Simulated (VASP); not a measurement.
Band structure of PbSe (space group Cmcm). These are r2SCAN meta-GGA, VASP's PBE PAW potentials (set 64) (plane waves; VASP) values and carry that method's errors.

The path is coarsely sampled, so an indirect gap can come out somewhat too large. Unless said otherwise, spin-orbit coupling is left out, though it shifts the bands of the heavy elements here.

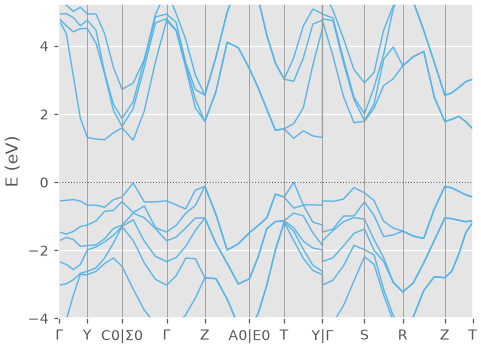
Figure: Bands along high-symmetry lines, zero at the valence-band maximum or, without a gap, the Fermi level

### Question
Read the plot: is there a gap, and where are the band edges?

### Answer
The gap is indirect, 1.23 eV, from the valence maximum at T-Y at 0.25 to the conduction minimum at Σ0-Γ at 0.25.

The structure comes from a computed database's PbSe entry (Cmcm); how it stands against other phases isn't given here. It was relaxed first.
